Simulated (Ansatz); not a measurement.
## BaTiO3 (P4mm): refractive index against wavelength

The refractive index of BaTiO3 (P4mm) along x below the direct gap (2.09 eV on the mesh) is read from one computed spectrum, n = √(Re ε). x, y and z are the Cartesian axes of the input cell.

The structure is tetragonal, space group P4mm (No. 99). Conventional cell: a = 4.000 Å, b = 4.000 Å, c = 4.018 Å, α = 90.00°, β = 90.00°, γ = 90.00°. Ba on site a has 12 O at 2.79 to 2.88 Å as nearest neighbours. Around Ti on site b lie 6 O at 1.89 to 2.13 Å. O on site c has 2 Ti at 2.00 Å as nearest neighbours. Around O on site b lie 2 Ti at 1.89 to 2.13 Å.

Method: Ansatz 0.2.0, PBE, independent particles, k-mesh 6×6×6 with interpolation inside its cells, Gaussian parameter 0.15 eV.

Launch of the response step: `ansatz run input.yaml --threads 4 --pin off --max-ram 8192MiB --backend cpu --events-out ev --progress --plain --runs-dir out`. The run took 19 s, on 4 threads of Intel(R) Xeon(R) Platinum 8559C (Emerald Rapids) (shared host).

```tsv
wavelength (nm)	photon energy E (eV)	n
3000	0.413	2.5942
2000	0.620	2.6053
1550	0.800	2.6190
1310	0.946	2.6334
1064	1.165	?
850	1.459	2.7143
```

In the single-oscillator model n² − 1 = E₀E_d/(E₀² − E²), so 1/(n² − 1) = E₀/E_d − E²/(E₀E_d) is linear in E².

Working, on the rows shown:

| x = E² (eV²) | y = 1/(n² − 1) |
| --- | --- |
| 0.170801 | 0.174524 |
| 0.384302 | 0.172784 |
| 0.639837 | 0.170673 |
| 0.895757 | 0.168498 |
| 2.12762 | 0.157049 |

Means: x̄ = 0.84366, ȳ = 0.16871. Σ(x − x̄)(y − ȳ) = -0.02117, Σ(x − x̄)² = 2.357. Slope = -0.02117 / 2.357 = -0.008982; intercept = ȳ − slope · x̄ = 0.17628. Turned back into n, the line misses the rows shown by at most 0.0017.

Question: What does the fit predict for the withheld row, and how well does it do?

Answer: At x = 1.3578 the line gives y = 0.16409, that is 2.6635. The run gave 2.6613, so the interpolation is off by 0.0022, 1.8 % of the range in the table.

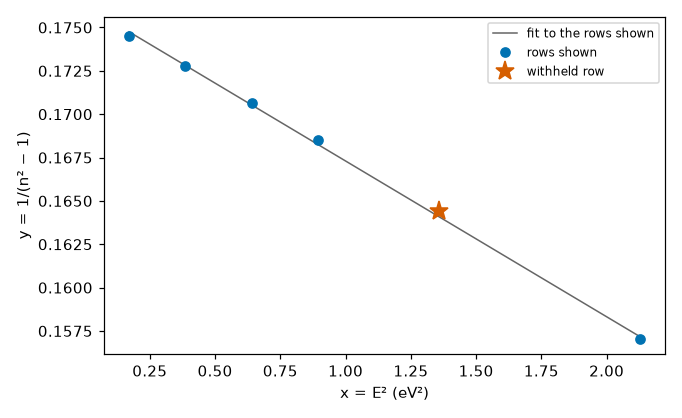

Refitted with all rows, the slope is -0.008929 and the intercept 0.17629. These give E₀ = √(intercept/−slope) = 4.44 eV and E_d = E₀/intercept = 25.2 eV; E₀ is 2.1 times the direct gap. The electronic limit at long wavelengths, without lattice vibrations, is n = √(1 + 1/intercept) = 2.583. The cell comes from an older database entry, whose edges can be off by a per cent or so. Excitons are left out and so are local fields; PBE gaps are as a rule too small. Spin-orbit coupling is left out.

[Logs are printed without paths, hosts, clocks, repeated set-up lines and the standing remarks that a program may print on its own settings, such as how far it seeks lower states.]
